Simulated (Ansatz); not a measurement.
# A workflow on GaGeH5 (SMILES [GaH2][GeH3])

We compute a series of 52 runs (r2SCAN/def2-SVP, U-r2SCAN/def2-SVP, PBE/def2-TZVP, UPBE/def2-TZVP, B3LYP/def2-TZVP, UB3LYP/def2-TZVP, HF/def2-TZVP, UHF/def2-TZVP, and more) of GaGeH5 and its partners. 

The calculation is run with Ansatz 0.2.0.

### Step 1. The system as given

The species is GaGeH5 (7 atoms), meant as a singlet with charge 0. As SMILES, `[GaH2][GeH3]`. Geometry: relaxed at PBE0-D4/def2-TZVP. The run starts from this shape.

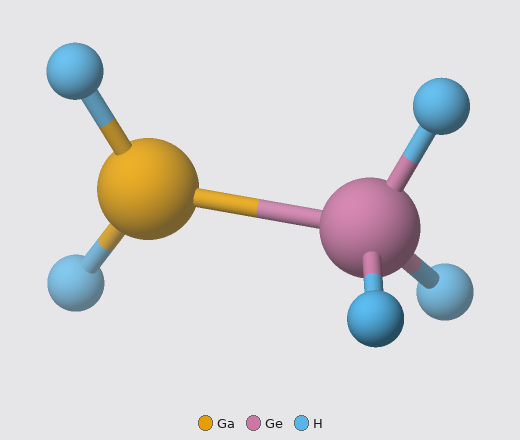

The structure, seen from a chosen angle (gallium amber, germanium pink, hydrogen blue).

### Step 2. A structure relaxation at r2SCAN/def2-SVP (paw set gaussian, start density atoms) (run 1)

Contents of molecule.yaml:

```yaml
crystal:
  periodic: [false, false, false]
  atoms:
    - {symbol: Ga, position_ang: [-0.366500, -1.359600, 0.111400]}
    - {symbol: Ge, position_ang: [0.277800, 0.987900, -0.107400]}
    - {symbol: H, position_ang: [0.529900, -2.354300, 0.935000]}
    - {symbol: H, position_ang: [-1.693000, -1.891700, -0.542800]}
    - {symbol: H, position_ang: [-0.307500, 1.657300, -1.364600]}
    - {symbol: H, position_ang: [-0.246100, 1.779800, 1.109100]}
    - {symbol: H, position_ang: [1.805500, 1.180600, -0.140600]}
basis:
  gaussian: {orbitals: def2-SVP}
hamiltonian: {xc: {name: r2SCAN}}
relax: {}
```

Run with:

```
$ ansatz run molecule.yaml --threads 1 --pin off --max-ram 3480MiB --events-out events.jsonl --progress --plain --runs-dir runs
```

Standard output:

```text
Warning: RAYON_NUM_THREADS=1 ignored (pool sized by the plan → 1); use --threads N
The last accepted step is kept in runs//last_step.txt (removed where the run ends without a failure and the disk answers)
[... 7 lines left out ...]
996 factors; their error is unknown
[... 9 lines left out ...]
996 factors; their error is unknown
[... 6 lines left out ...]
996 factors; their error is unknown
[... 4 lines left out ...]
996 factors; their error is unknown
[... 4 lines left out ...]
Total energy: -108962.89220668 eV, -4004.3124308944 hartree
[... 7 lines left out ...]
Dipole moment:    -0.013750    -0.062820    -0.001531 e Å
```

Wall time 23 s (1 thread of Arm Neoverse V1, shared host); peak memory 0.14 GiB.

Steps, from the record of the run:

| step | energy from the first frame kept (eV) | largest force (eV/Å) |
| --- | --- | --- |
| 1 | 0.0000 | 0.1096 |
| 2 | -0.0009 | 0.0155 |
| 3 | -0.0010 | 0.0042 |

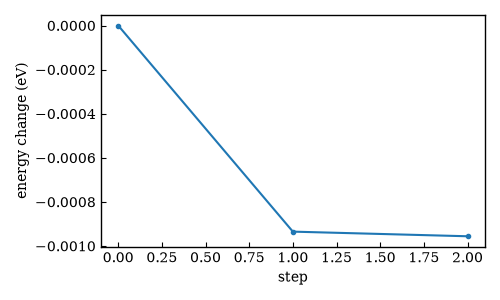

Energy along the run.

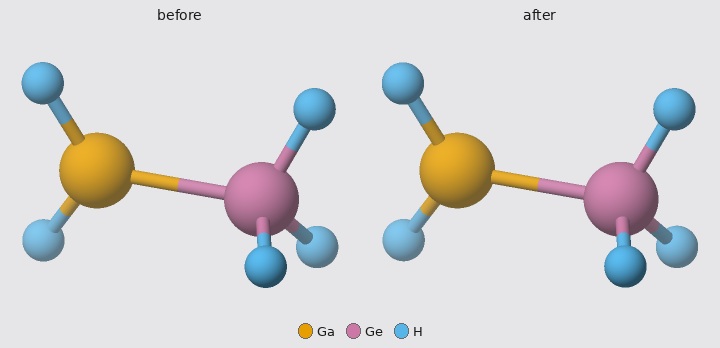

Before and after, at one scale.

After the run. Bond lengths: Ga1–Ge2 2.432 Å, Ga1–H3 1.568 Å, Ga1–H4 1.568 Å, Ge2–H5 1.539 Å, Ge2–H6 1.543 Å, Ge2–H7 1.539 Å. Angles: Ga1–Ge2–H5 113.3°, Ga1–Ge2–H6 109.5°, Ga1–Ge2–H7 112.8°, Ge2–Ga1–H3 120.4°, Ge2–Ga1–H4 120.8°, H5–Ge2–H6 106.7°, H5–Ge2–H7 107.7°, H6–Ge2–H7 106.5°, H3–Ga1–H4 118.8°.

### Step 3. The doublet cation: a geometry optimisation at U-r2SCAN/def2-SVP (paw set gaussian, start density atoms) (run 2)

Contents of input.yaml:

```yaml
crystal:
  periodic: [false, false, false]
  atoms:
    - {symbol: Ga, position_ang: [-0.366500, -1.359600, 0.111400]}
    - {symbol: Ge, position_ang: [0.277800, 0.987900, -0.107400]}
    - {symbol: H, position_ang: [0.529900, -2.354300, 0.935000]}
    - {symbol: H, position_ang: [-1.693000, -1.891700, -0.542800]}
    - {symbol: H, position_ang: [-0.307500, 1.657300, -1.364600]}
    - {symbol: H, position_ang: [-0.246100, 1.779800, 1.109100]}
    - {symbol: H, position_ang: [1.805500, 1.180600, -0.140600]}
basis:
  gaussian: {orbitals: def2-SVP}
total_charge: 1
magnetization: {spin_polarized: true, initial_magnetization: 1}
hamiltonian: {xc: {name: r2SCAN}}
relax: {}
```

Run with:

```
$ ansatz run input.yaml --threads 1 --pin off --max-ram 3480MiB --events-out events.jsonl --progress --plain --runs-dir runs
```

Standard output:

```text
Warning: RAYON_NUM_THREADS=1 ignored (pool sized by the plan → 1); use --threads N
[... 8 lines left out ...]
996 factors; their error is unknown
[... 17 lines left out ...]
996 factors; their error is unknown
[... 5 lines left out ...]
996 factors; their error is unknown
[... 5 lines left out ...]
996 factors; their error is unknown
[... 5 lines left out ...]
996 factors; their error is unknown
[... 5 lines left out ...]
996 factors; their error is unknown
[... 5 lines left out ...]
996 factors; their error is unknown
[... 3 lines left out ...]
Total energy: -108954.11274440 eV, -4003.9897916065 hartree
[... 7 lines left out ...]
Dipole moment:    -0.056000    -0.207835     0.017415 e Å
```

Wall time 100 s (1 thread of Arm Neoverse V1, shared host); peak memory 0.19 GiB.

Steps, from the record of the run:

| step | energy from the first frame kept (eV) | largest force (eV/Å) |
| --- | --- | --- |
| 1 | 0.0000 | 3.1379 |
| 2 | -0.7042 | 1.1851 |
| 3 | -0.8111 | 0.7219 |
| 4 | -0.8498 | 0.0715 |
| 5 | -0.8507 | 0.0411 |
| 6 | -0.8511 | 0.0038 |
| 7 | -0.8511 | 0.0029 |

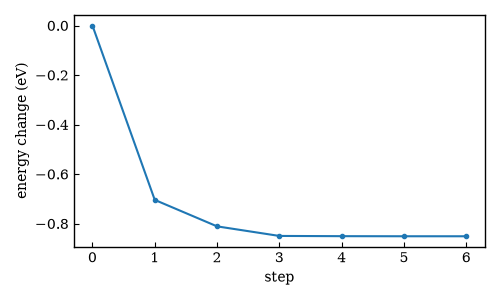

Energy along the run.

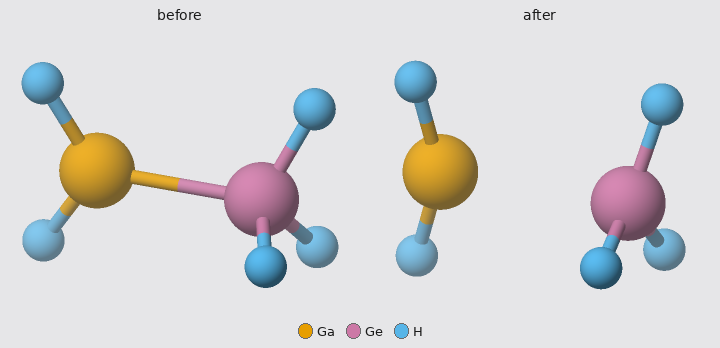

Before and after, at one scale.

After the run. Bond lengths: Ga1–Ge2 2.779 Å, Ga1–H3 1.540 Å, Ga1–H4 1.540 Å, Ge2–H5 1.522 Å, Ge2–H6 1.529 Å, Ge2–H7 1.523 Å. Angles: Ga1–Ge2–H5 102.1°, Ga1–Ge2–H6 91.9°, Ga1–Ge2–H7 101.4°, Ge2–Ga1–H3 103.0°, Ge2–Ga1–H4 103.5°, H5–Ge2–H6 117.4°, H5–Ge2–H7 118.8°, H6–Ge2–H7 117.3°, H3–Ga1–H4 153.5°.

Runs 3 to 45 aren't shown in full; the table further down has their settings and results.

### Step 4. The doublet anion: the energy at U-r2SCAN/def2-TZVP (paw set gaussian, start density atoms) (run 46)

Contents of in.yaml:

```yaml
crystal:
  periodic: [false, false, false]
  atoms:
    - {symbol: Ga, position_ang: [-0.197348, -1.542717, -0.210893]}
    - {symbol: Ge, position_ang: [0.259360, 0.885864, -0.105262]}
    - {symbol: H, position_ang: [0.451562, -2.301146, 1.044951]}
    - {symbol: H, position_ang: [-1.769487, -1.818041, -0.373319]}
    - {symbol: H, position_ang: [-0.267438, 1.713390, -1.326469]}
    - {symbol: H, position_ang: [-0.252670, 1.785401, 1.084279]}
    - {symbol: H, position_ang: [1.776121, 1.277248, -0.113187]}
basis:
  gaussian:
    orbitals: def2-TZVP
total_charge: -1
magnetization:
  spin_polarized: true
  initial_magnetization: 1
hamiltonian:
  xc: {name: r2SCAN}
```

Run with:

```
$ ansatz run in.yaml --threads 1 --pin off --max-ram 3480MiB --events-out events.jsonl --progress --plain --runs-dir runs
```

Standard output:

```text
Warning: RAYON_NUM_THREADS=1 ignored (pool sized by the plan → 1); use --threads N
Functional definition: r2SCAN
  name "r2SCAN"
  parameter k0 = 0.174
  parameter k1 = 0.065
  parameter a1 = 4.9479
  exchange = r2scan_x(k0 = k0, k1 = k1, a1 = a1)
  correlation = r2scan_c
946 factors; their error is unknown
mean field evaluation 1: about -108975.7012 eV, gradient 2.8e1 eV
mean field evaluation 2: about -108974.4927 eV, gradient 4.0e1 eV
mean field evaluation 4: about -108977.4407 eV, gradient 1.0e0 eV
mean field evaluation 8: about -108977.4196 eV, gradient 2.4e-2 eV
mean field evaluation 16: about -108977.4196 eV, gradient 3.0e-5 eV
mean field -108977.41963488 eV, -4004.8463040338 hartree, gradient 3.0e-5 eV, S^2 0.754387; 0 other end points of the search recorded, 0 dependent functions left out
reference -108977.41965041 eV, -4004.8463046043 hartree; 35, 34 occupied and 91, 92 virtual orbitals, 946 factors
Total energy: -108977.41965041 eV, -4004.8463046043 hartree
```

Run time: 16 s. Hardware: 1 thread of Arm Neoverse V1, shared host; peak memory 0.21 GiB.

Runs 47 to 51 aren't shown in full; the table further down has their settings and results.

### Step 5. GaGeH4: the energy at U-r2SCAN/def2-TZVP (paw set gaussian, start density atoms) (run 52)

Contents of in.yaml:

```yaml
crystal:
  periodic: [false, false, false]
  atoms:
    - {symbol: Ga, position_ang: [-0.336267, -1.445343, 0.156315]}
    - {symbol: Ge, position_ang: [0.408785, 0.795738, 0.290853]}
    - {symbol: H, position_ang: [0.732186, -2.580269, 0.199732]}
    - {symbol: H, position_ang: [-1.869551, -1.698604, 0.027770]}
    - {symbol: H, position_ang: [-0.502299, 2.033591, 0.263140]}
    - {symbol: H, position_ang: [1.874746, 1.237587, 0.426890]}
basis:
  gaussian:
    orbitals: def2-TZVP
magnetization:
  spin_polarized: true
  initial_magnetization: 1
hamiltonian:
  xc: {name: r2SCAN}
```

Run with:

```
$ ansatz run in.yaml --threads 1 --pin off --max-ram 3480MiB --events-out events.jsonl --progress --plain --runs-dir runs
```

Standard output:

```text
Warning: RAYON_NUM_THREADS=1 ignored (pool sized by the plan → 1); use --threads N
Functional definition: r2SCAN
  name "r2SCAN"
  parameter k0 = 0.174
  parameter k1 = 0.065
  parameter a1 = 4.9479
  exchange = r2scan_x(k0 = k0, k1 = k1, a1 = a1)
  correlation = r2scan_c
902 factors; their error is unknown
mean field evaluation 1: about -108958.5196 eV, gradient 2.2e1 eV
mean field evaluation 2: about -108958.3584 eV, gradient 2.9e1 eV
mean field evaluation 4: about -108959.6683 eV, gradient 1.1e0 eV
mean field evaluation 8: about -108959.6467 eV, gradient 1.3e-2 eV
mean field -108959.64665404 eV, -4004.1931590349 hartree, gradient 6.1e-5 eV, S^2 0.756702; 0 other end points of the search recorded, 0 dependent functions left out
reference -108959.64666880 eV, -4004.1931595772 hartree; 34, 33 occupied and 86, 87 virtual orbitals, 902 factors
Total energy: -108959.64666880 eV, -4004.1931595772 hartree
```

Wall time 13 s (1 thread of Arm Neoverse V1, shared host); peak memory 0.2 GiB.

### Step 6. Overview of the runs

| run | level | broken bond | fragment atoms | partner | energy (Eh) | wall time |
| --- | --- | --- | --- | --- | --- | --- |
| 1 | r2SCAN/def2-SVP (paw set gaussian, start density atoms) | – | – | base | -4004.312431 | 23 s |
| 2 | U-r2SCAN/def2-SVP (paw set gaussian, start density atoms) | – | – | cation | -4003.989792 | 100 s |
| 3 | U-r2SCAN/def2-SVP (paw set gaussian, start density atoms) | – | – | anion | -4004.341154 | 2.1 min |
| 4 | U-r2SCAN/def2-SVP (paw set gaussian, start density atoms) | (4, 1) | (1, 2, 3, 5, 6, 7) | fragment | -4003.686758 | 55 s |
| 5 | U-r2SCAN/def2-SVP (paw set gaussian, start density atoms) | (2, 1) | (2, 5, 6, 7) | fragment | -2078.476797 | 15 s |
| 6 | U-r2SCAN/def2-SVP (paw set gaussian, start density atoms) | (2, 1) | (1, 3, 4) | fragment | -1925.729317 | 11 s |
| 7 | U-r2SCAN/def2-SVP (paw set gaussian, start density atoms) | (5, 2) | (1, 2, 3, 4, 6, 7) | fragment | -4003.690866 | 1.7 min |
| 8 | PBE/def2-TZVP (paw set gaussian, start density atoms) | – | – | base | -4004.216473 | 2.9 s |
| 9 | UPBE/def2-TZVP (paw set gaussian, start density atoms) | – | – | cation | -4003.897746 | 5.7 s |
| 10 | UPBE/def2-TZVP (paw set gaussian, start density atoms) | – | – | anion | -4004.244040 | 6.3 s |
| 11 | UPBE/def2-TZVP (paw set gaussian, start density atoms) | (4, 1) | (4) | fragment | -0.499616 | 0.08 s |
| 12 | UPBE/def2-TZVP (paw set gaussian, start density atoms) | (4, 1) | (1, 2, 3, 5, 6, 7) | fragment | -4003.593543 | 5.4 s |
| 13 | UPBE/def2-TZVP (paw set gaussian, start density atoms) | (2, 1) | (2, 5, 6, 7) | fragment | -2078.420836 | 1.2 s |
| 14 | UPBE/def2-TZVP (paw set gaussian, start density atoms) | (2, 1) | (1, 3, 4) | fragment | -1925.688268 | 1.2 s |
| 15 | UPBE/def2-TZVP (paw set gaussian, start density atoms) | (5, 2) | (5) | fragment | -0.499616 | 0.08 s |
| 16 | UPBE/def2-TZVP (paw set gaussian, start density atoms) | (5, 2) | (1, 2, 3, 4, 6, 7) | fragment | -4003.595920 | 5.7 s |
| 17 | B3LYP/def2-TZVP (paw set gaussian, start density atoms) | – | – | base | -4004.944919 | 4.5 s |
| 18 | UB3LYP/def2-TZVP (paw set gaussian, start density atoms) | – | – | cation | -4004.621868 | 9.3 s |
| 19 | UB3LYP/def2-TZVP (paw set gaussian, start density atoms) | – | – | anion | -4004.972623 | 9.3 s |
| 20 | UB3LYP/def2-TZVP (paw set gaussian, start density atoms) | (4, 1) | (4) | fragment | -0.502154 | 0.08 s |
| 21 | UB3LYP/def2-TZVP (paw set gaussian, start density atoms) | (4, 1) | (1, 2, 3, 5, 6, 7) | fragment | -4004.315295 | 8.4 s |
| 22 | UB3LYP/def2-TZVP (paw set gaussian, start density atoms) | (2, 1) | (2, 5, 6, 7) | fragment | -2078.798410 | 1.4 s |
| 23 | UB3LYP/def2-TZVP (paw set gaussian, start density atoms) | (2, 1) | (1, 3, 4) | fragment | -1926.043093 | 1.5 s |
| 24 | UB3LYP/def2-TZVP (paw set gaussian, start density atoms) | (5, 2) | (5) | fragment | -0.502154 | 0.08 s |
| 25 | UB3LYP/def2-TZVP (paw set gaussian, start density atoms) | (5, 2) | (1, 2, 3, 4, 6, 7) | fragment | -4004.317113 | 8.1 s |
| 26 | HF/def2-TZVP (paw set gaussian, start density atoms) | – | – | base | -4001.505661 | 2.2 s |
| 27 | UHF/def2-TZVP (paw set gaussian, start density atoms) | – | – | cation | -4001.216627 | 4.5 s |
| 28 | UHF/def2-TZVP (paw set gaussian, start density atoms) | – | – | anion | -4001.513762 | 5.1 s |
| 29 | UHF/def2-TZVP (paw set gaussian, start density atoms) | (4, 1) | (4) | fragment | -0.499810 | 0.04 s |
| 30 | UHF/def2-TZVP (paw set gaussian, start density atoms) | (4, 1) | (1, 2, 3, 5, 6, 7) | fragment | -4000.906742 | 7.5 s |
| 31 | UHF/def2-TZVP (paw set gaussian, start density atoms) | (2, 1) | (2, 5, 6, 7) | fragment | -2077.068303 | 0.54 s |
| 32 | UHF/def2-TZVP (paw set gaussian, start density atoms) | (2, 1) | (1, 3, 4) | fragment | -1924.360527 | 0.46 s |
| 33 | UHF/def2-TZVP (paw set gaussian, start density atoms) | (5, 2) | (5) | fragment | -0.499810 | 0.04 s |
| 34 | UHF/def2-TZVP (paw set gaussian, start density atoms) | (5, 2) | (1, 2, 3, 4, 6, 7) | fragment | -4000.908154 | 4.2 s |
| 35 | MP2/def2-TZVP (paw set gaussian, start density atoms) | – | – | base | -4001.990713 | 3.6 s |
| 36 | UMP2/def2-TZVP (paw set gaussian, start density atoms) | – | – | cation | -4001.667475 | 5.1 s |
| 37 | UMP2/def2-TZVP (paw set gaussian, start density atoms) | – | – | anion | -4002.010641 | 5.4 s |
| 38 | UHF/def2-TZVP (paw set gaussian, start density atoms) | (4, 1) | (4) | fragment | -0.499810 | 0.04 s |
| 39 | UMP2/def2-TZVP (paw set gaussian, start density atoms) | (4, 1) | (1, 2, 3, 5, 6, 7) | fragment | -4001.365866 | 6.6 s |
| 40 | UMP2/def2-TZVP (paw set gaussian, start density atoms) | (2, 1) | (2, 5, 6, 7) | fragment | -2077.308691 | 0.61 s |
| 41 | UMP2/def2-TZVP (paw set gaussian, start density atoms) | (2, 1) | (1, 3, 4) | fragment | -1924.568217 | 0.53 s |
| 42 | UHF/def2-TZVP (paw set gaussian, start density atoms) | (5, 2) | (5) | fragment | -0.499810 | 0.04 s |
| 43 | UMP2/def2-TZVP (paw set gaussian, start density atoms) | (5, 2) | (1, 2, 3, 4, 6, 7) | fragment | -4001.370535 | 4.8 s |
| 44 | r2SCAN/def2-TZVP (paw set gaussian, start density atoms) | – | – | base | -4004.815141 | 7.2 s |
| 45 | U-r2SCAN/def2-TZVP (paw set gaussian, start density atoms) | – | – | cation | -4004.493580 | 16 s |
| 46 | U-r2SCAN/def2-TZVP (paw set gaussian, start density atoms) | – | – | anion | -4004.846305 | 16 s |
| 47 | U-r2SCAN/def2-TZVP (paw set gaussian, start density atoms) | (4, 1) | (4) | fragment | -0.499927 | 0.32 s |
| 48 | U-r2SCAN/def2-TZVP (paw set gaussian, start density atoms) | (4, 1) | (1, 2, 3, 5, 6, 7) | fragment | -4004.188598 | 15 s |
| 49 | U-r2SCAN/def2-TZVP (paw set gaussian, start density atoms) | (2, 1) | (2, 5, 6, 7) | fragment | -2078.735143 | 3.6 s |
| 50 | U-r2SCAN/def2-TZVP (paw set gaussian, start density atoms) | (2, 1) | (1, 3, 4) | fragment | -1925.973758 | 3 s |
| 51 | U-r2SCAN/def2-TZVP (paw set gaussian, start density atoms) | (5, 2) | (5) | fragment | -0.499927 | 0.32 s |
| 52 | U-r2SCAN/def2-TZVP (paw set gaussian, start density atoms) | (5, 2) | (1, 2, 3, 4, 6, 7) | fragment | -4004.193160 | 13 s |

### Step 7. Outcome

```
                                                                                                                                            quantity           value
                                                                                                                        GaGeH4, run 52: total energy  -4004.19316 Eh
                                                                                                                                GaGeH4, run 52: ⟨S²⟩           0.757
                                                             adiabatic electron affinity (to the doublet anion, no zero-point term), r2SCAN/def2-SVP        0.782 eV
                            adiabatic electron affinity (to the doublet anion, shapes relaxed at r2SCAN/def2-SVP, no zero-point term), PBE/def2-TZVP        0.750 eV
     dissociation energy of the H5–Ge2 bond into doublet H and doublet GaGeH4 (shapes relaxed at r2SCAN/def2-SVP, no zero-point term), PBE/def2-TZVP        3.291 eV
   dissociation energy of the Ge2–Ga1 bond into doublet GeH3 and doublet GaH2 (shapes relaxed at r2SCAN/def2-SVP, no zero-point term), PBE/def2-TZVP        2.922 eV
      dissociation energy of the H4–Ga1 bond into doublet H and doublet GaGeH4 (shapes relaxed at r2SCAN/def2-SVP, no zero-point term), HF/def2-TZVP        2.697 eV
      dissociation energy of the H5–Ge2 bond into doublet H and doublet GaGeH4 (shapes relaxed at r2SCAN/def2-SVP, no zero-point term), HF/def2-TZVP        2.658 eV
dissociation energy of the Ge2–Ga1 bond into doublet GeH3 and doublet GaH2 (shapes relaxed at r2SCAN/def2-SVP, no zero-point term), r2SCAN/def2-TZVP        2.891 eV
                           adiabatic ionisation energy (to the doublet cation, shapes relaxed at r2SCAN/def2-SVP, no zero-point term), PBE/def2-TZVP        8.673 eV
```

What this shows: At r2SCAN/def2-SVP: the adiabatic electron affinity (to the doublet anion, no zero-point term) is 0.78 eV (18.0 kcal/mol). At PBE/def2-TZVP: the adiabatic electron affinity (to the doublet anion, shapes relaxed at r2SCAN/def2-SVP, no zero-point term) is 0.75 eV (72.4 kJ/mol). At PBE/def2-TZVP: the dissociation energy of the H5–Ge2 bond into doublet H and doublet GaGeH4 (shapes relaxed at r2SCAN/def2-SVP, no zero-point term) is 3.29 eV (318 kJ/mol). At PBE/def2-TZVP: the dissociation energy of the Ge2–Ga1 bond into doublet GeH3 and doublet GaH2 (shapes relaxed at r2SCAN/def2-SVP, no zero-point term) is 2.92 eV (282 kJ/mol). At HF/def2-TZVP: the dissociation energy of the H4–Ga1 bond into doublet H and doublet GaGeH4 (shapes relaxed at r2SCAN/def2-SVP, no zero-point term) is 2.70 eV (260 kJ/mol). At HF/def2-TZVP: the dissociation energy of the H5–Ge2 bond into doublet H and doublet GaGeH4 (shapes relaxed at r2SCAN/def2-SVP, no zero-point term) is 2.66 eV (257 kJ/mol). Totals of different functionals can't be ranked against each other. All runs together took 10 min, the longest 2.1 min.
